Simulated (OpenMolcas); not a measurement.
# C2H5FSi (SMILES F/C=C/[SiH3]): a chain of runs

We compute the energy (HF/6-31G), then the excited states (CIS(24,42)/6-31G) of C2H5FSi. 

Program for the calculation: OpenMolcas 26.06.

### 1 The system as given

C2H5FSi: 9 atoms, total charge 0, spin state singlet. As SMILES, `F/C=C/[SiH3]`. Geometry: relaxed at PBE0-D4/def2-TZVP.

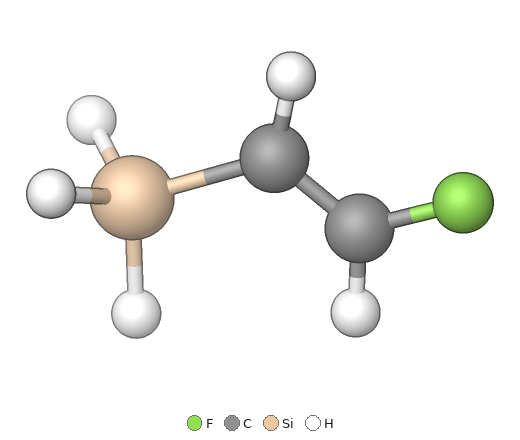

Viewed from a chosen angle; fluorine green, carbon grey, silicon light orange, hydrogen white.

### 2 A single-point energy at HF/6-31G (run 1)

Input file step1.input:

```
>>> EXPORT MOLCAS_PRINT=2

&GATEWAY
 Coord
 9
 bohr
 F     -2.38086594     4.46145441     0.95695731
 C     -1.09282862     2.56057890    -0.09070685
 C     -0.63627079     0.41555077     1.10530081
 Si     1.16048081    -2.16373641    -0.43255831
 H     -0.49926564     3.02280591    -1.99951921
 H     -1.35323288     0.22317666     3.02091618
 H      3.48408806    -2.76958261     1.02574334
 H     -0.39060639    -4.50057174    -0.59772037
 H      1.87555318    -1.33717021    -3.02072721
 Basis=6-31G
 Group=NoSym

&SEWARD

&SCF
 PrOrbitals=0
```

On the command line:

```bash
$ export MOLCAS_MEM=1860
$ pymolcas step1.input > step1.log
```

Standard output:

```text
--- Start Module: gateway ---
[...]
--- Stop Module: gateway /rc=_RC_ALL_IS_WELL_ ---
--- Start Module: seward ---
[...]
      Basis functions           50
--- Stop Module: seward /rc=_RC_ALL_IS_WELL_ ---
--- Start Module: scf ---
[...]
       Convergence after  10 Iterations
[...]
::    Total SCF energy                               -466.8576697505
[...]
      Total spin, S                                     0.0000000000
[...]
      Total electronic charge=   40.000000
      Total            charge=   -0.000000
[...]
      Dipole Moment (debye):
      Origin of the operator (angstrom)=   -0.2115    0.3797    0.1161
                   X=  7.1908E-01               Y= -9.7545E-01               Z= -6.7515E-01           Total=  1.3872E+00
      Quadrupole Moment (debye*angstrom):
[...]
--- Stop Module: scf /rc=_RC_ALL_IS_WELL_ ---
[...]
```

It took 1.6 s on 1 thread of Intel Xeon 6975P-C (Granite Rapids), shared host; peak memory 0.38 GiB.

### 3 The vertical excitations at CIS(24,42)/6-31G (run 2)

Input file step2.input:

```
&GATEWAY
  Coord
  9
  bohr
  F     -2.38086594     4.46145441     0.95695731
  C     -1.09282862     2.56057890    -0.09070685
  C     -0.63627079     0.41555077     1.10530081
  Si     1.16048081    -2.16373641    -0.43255831
  H     -0.49926564     3.02280591    -1.99951921
  H     -1.35323288     0.22317666     3.02091618
  H      3.48408806    -2.76958261     1.02574334
  H     -0.39060639    -4.50057174    -0.59772037
  H      1.87555318    -1.33717021    -3.02072721
  Basis = 6-31G
  Group = NoSym

&SEWARD

&RASSCF
  FileOrb = $CurrDir/step1.ScfOrb
  Spin = 1
  Nactel = 24 1 1
  Inactive = 8
  Ras1 = 12
  Ras2 = 0
  Ras3 = 30
  CIRoot = 5 5 1
  OrbListing = Few
  OrbAppear = Compact
  CIOnly
```

On the command line:

```bash
$ export MOLCAS_MEM=1860
$ pymolcas step2.input > step2.log
```

Standard output:

```text
--- Start Module: gateway ---
[...]
--- Stop Module: gateway /rc=_RC_ALL_IS_WELL_ ---
--- Start Module: seward ---
[...]
      Basis functions           50
--- Stop Module: seward /rc=_RC_ALL_IS_WELL_ ---
--- Start Module: rasscf ---
[...]
      Number of active orbitals                 42
[...]
      Spin quantum number                      0.0
[...]
      Active orbitals                           42
[...]
      Number of CSFs                           361
[...]
      Number of root(s) required                 5
[...]
      printout of CI-coefficients larger than  0.05 for root  1
      energy=    -466.857670
      conf/sym  111111111111111111111111111111111111111111     Coeff  Weight
             1  222222222222000000000000000000000000000000  -1.00000 1.00000
[...]
      Natural orbitals and occupation numbers for root  1
      sym 1:   2.000000   2.000000   2.000000   2.000000   2.000000   2.000000   2.000000   2.000000   2.000000   2.000000
               2.000000   2.000000  -0.000000  -0.000000  -0.000000  -0.000000  -0.000000  -0.000000  -0.000000  -0.000000
              -0.000000  -0.000000  -0.000000  -0.000000  -0.000000  -0.000000  -0.000000  -0.000000  -0.000000  -0.000000
              -0.000000  -0.000000  -0.000000  -0.000000  -0.000000  -0.000000  -0.000000  -0.000000  -0.000000  -0.000000
[...]
      Natural orbitals and occupation numbers for root  2
      sym 1:   1.999939   1.996047   1.999495   1.999106   1.999629   1.999946   1.994100   1.977693   1.997910   1.968815
               1.989326   1.077994   0.922006   0.031185   0.022307  -0.000000  -0.000000   0.000371   0.010674  -0.000000
               0.000000   0.002090   0.003953  -0.000000   0.005900   0.000505   0.000054   0.000894  -0.000000   0.000061
               0.000000   0.000000  -0.000000  -0.000000  -0.000000  -0.000000  -0.000000  -0.000000  -0.000000  -0.000000
[...]
      Natural orbitals and occupation numbers for root  3
      sym 1:   1.999994   1.999997   2.000000   1.998953   1.999960   1.999187   1.999999   2.000000   1.989542   1.929033
               1.999994   1.083342   0.070967   0.916658  -0.000000   0.001047  -0.000000   0.000000   0.010458  -0.000000
               0.000813   0.000006   0.000000  -0.000000  -0.000000  -0.000000   0.000040  -0.000000   0.000003  -0.000000
              -0.000000  -0.000000  -0.000000  -0.000000   0.000001  -0.000000  -0.000000  -0.000000   0.000006  -0.000000
[...]
      Natural orbitals and occupation numbers for root  4
      sym 1:   2.000000   2.000000   2.000000   1.999874   1.999611   1.999977   1.999742   1.999985   1.998625   1.083844
               1.995786   1.922555   0.916156   0.077445   0.001375   0.004214  -0.000000  -0.000000   0.000000   0.000000
              -0.000000   0.000389   0.000023  -0.000000  -0.000000  -0.000000   0.000126   0.000000   0.000258  -0.000000
              -0.000000  -0.000000  -0.000000   0.000000   0.000000   0.000000  -0.000000  -0.000000   0.000015  -0.000000
[...]
      Natural orbitals and occupation numbers for root  5
      sym 1:   2.000000   1.999996   2.000000   1.999972   1.999920   1.995930   1.999960   1.960063   1.985047   1.997239
               1.999999   1.061875   0.039937   0.000000   0.014953   0.002761   0.938125   0.004070  -0.000000   0.000000
               0.000000   0.000028   0.000000   0.000000   0.000000  -0.000000   0.000040  -0.000000   0.000080  -0.000000
              -0.000000   0.000000   0.000000  -0.000000   0.000001  -0.000000  -0.000000   0.000000   0.000004  -0.000000
[...]
::    RASSCF root number  1 Total energy:   -466.85766975
::    RASSCF root number  2 Total energy:   -466.54741637
::    RASSCF root number  3 Total energy:   -466.52904604
::    RASSCF root number  4 Total energy:   -466.50891310
::    RASSCF root number  5 Total energy:   -466.49647812
[...]
      Total electronic charge=   40.000000
      Total            charge=   -0.000000
[...]
      Dipole Moment (debye):
      Origin of the operator (angstrom)=   -0.2115    0.3797    0.1161
                   X=  1.6517E-01               Y=  1.0548E+00               Z= -1.5181E+00           Total=  1.8559E+00
      Quadrupole Moment (debye*angstrom):
[...]
--- Stop Module: rasscf /rc=_RC_ALL_IS_WELL_ ---
[...]
```

Wall time 4.2 s (1 thread of Intel Xeon 6975P-C (Granite Rapids), shared host); peak memory 0.38 GiB.

The roots found:

| excited state | energy (eV) |
| --- | --- |
| 1 | 8.442 |
| 2 | 8.942 |
| 3 | 9.490 |
| 4 | 9.829 |

### 4 Outcome

```
                                                                  quantity          value
                                             run 1, HF/6-31G: total energy  -466.85767 Eh
                                            run 1, HF/6-31G: dipole moment         1.39 D
                                              run 1, HF/6-31G: HOMO energy      -10.48 eV
                                              run 1, HF/6-31G: LUMO energy        3.88 eV
                                            run 1, HF/6-31G: HOMO–LUMO gap       14.36 eV
                run 2, CIS(24,42)/6-31G: ground-state or mean-field energy  -466.85767 Eh
                       run 2, CIS(24,42)/6-31G: dipole moment (CI density)         1.39 D
run 2, CIS(24,42)/6-31G: lowest excitation energy within this active space        8.44 eV
```

**Reading.** Mulliken charges (run 1, HF/6-31G) run from -0.63 on C3 to +0.92 on Si4; they depend strongly on the basis. The basis has no diffuse functions, so Rydberg states are missing or pushed up, and the true lowest state may lie lower. Mulliken charges (run 2, CIS(24,42)/6-31G) run from -0.63 on C3 to +0.92 on Si4.
